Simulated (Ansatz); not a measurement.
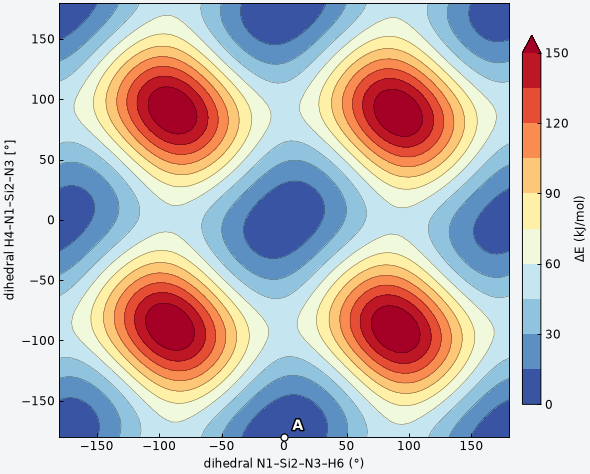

H4N2Si, SMILES N[Si]N. The first coordinate is: dihedral N1–Si2–N3–H6; the second: dihedral H4–N1–Si2–N3. Nothing is relaxed (all other coordinates rigid). The grid has 18 × 18 points; 135 points were computed and 189 follow by symmetry. Points are written as (first, second). Energies: kJ/mol, counted from the lowest grid point. Level of theory: Ansatz, RKS PBE-D4/def2-TZVP.

In the figure: filled contours, one colour for all values above the top of the scale, the point A. Between grid points the surface is interpolated.

Question: Find the lowest pass out of the well at A.

Answer: The easiest path leads from the well at (0°, −180°) to the well at (−180°, −180°), about 3.1 kJ/mol higher. Its highest point lies about 56 kJ/mol above the bottom of the first well on the interpolated surface, at about (90°, 180°). The start is the relaxed structure and all else is held, so a fully relaxed path at this level can only be lower.

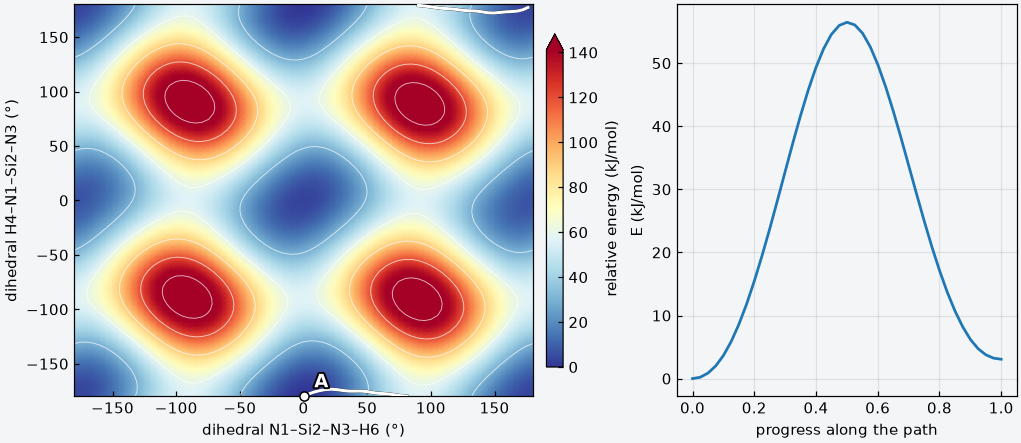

In the figure: a smooth colour map with a few white contour lines, a line along the lowest path, one colour for all values above the top of the scale, the energy along the path at the right. Between grid points the surface is interpolated.
